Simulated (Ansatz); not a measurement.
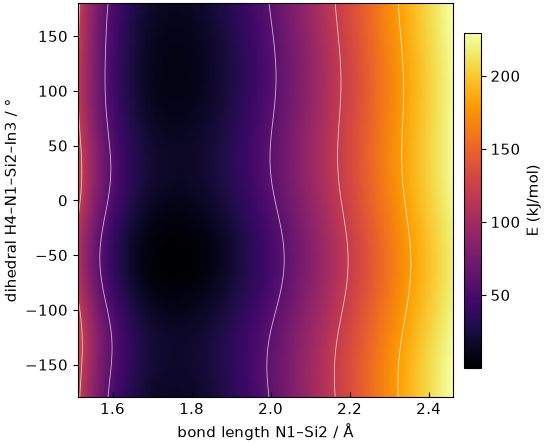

Energy landscape of H6InNSi, SMILES N[SiH2][InH2]. First axis: bond length N1–Si2. Second axis: dihedral H4–N1–Si2–In3. Nothing is relaxed (all other coordinates rigid). The grid has 15 × 15 points. Energies are in kJ/mol, from the relaxed molecule at the same level. Method: RKS PBE-D4/def2-SVP in Ansatz.

In the figure: a smooth colour map with a few white contour lines. Between grid points the surface is interpolated. 

### Summarise what can be read from the map.

The lowest grid point is at bond length N1–Si2 = 1.783 Å, dihedral H4–N1–Si2–In3 = −60°, 1.0 kJ/mol from the relaxed molecule at the same level. There is a further well near bond length N1–Si2 = 1.783 Å, dihedral H4–N1–Si2–In3 = 108° (8 kJ/mol above the lowest at that grid point). The highest grid point, bond length N1–Si2 = 2.461 Å, dihedral H4–N1–Si2–In3 = −180°, lies 228 kJ/mol above the lowest. On the interpolated surface the easiest way out of the lowest well to the well at about bond length N1–Si2 = 1.77 Å, dihedral H4–N1–Si2–In3 = 115° passes a barrier of about 15 kJ/mol, counted from the interpolated bottom of the well. Round the minimum the two coordinates are nearly uncoupled.

Grid values (kJ/mol):

```tsv
dihedral H4–N1–Si2–In3 ↓, bond length N1–Si2 →	1.512	1.580	1.647	1.715	1.783	1.851	1.919	1.987	2.054	2.122	2.190	2.258	2.326	2.393	2.461
156	123	63	29	13	11	19	34	54	77	102	128	154	179	204	228
132	122	61	27	11	9	17	32	52	75	100	126	152	177	202	226
108	121	61	26	11	9	16	31	51	74	99	125	150	176	201	225
84	122	62	28	13	11	18	33	53	75	100	125	151	176	201	225
60	126	66	32	16	14	21	36	55	77	102	127	152	178	202	226
36	131	70	35	19	16	23	37	56	78	102	128	153	178	202	226
12	130	69	33	17	14	21	35	54	76	101	126	151	176	201	225
−12	123	61	27	10	8	16	30	50	72	97	122	148	173	198	222
−36	114	54	20	4	2	10	25	45	68	93	119	145	170	195	219
−60	112	52	18	3	1	9	24	44	67	92	118	144	169	194	218
−84	119	58	24	8	6	14	28	48	70	95	120	146	171	196	220
−108	129	67	32	16	13	20	34	53	75	100	125	150	175	199	223
−132	133	72	37	20	18	25	39	58	80	104	129	154	179	203	227
−156	130	70	35	19	17	25	39	59	81	105	131	156	181	205	229
−180	126	65	32	16	14	22	37	57	80	104	130	156	181	205	229
```

The whole map (225 points run) took 15 min on 1 thread of Arm Neoverse V1, on a shared host.
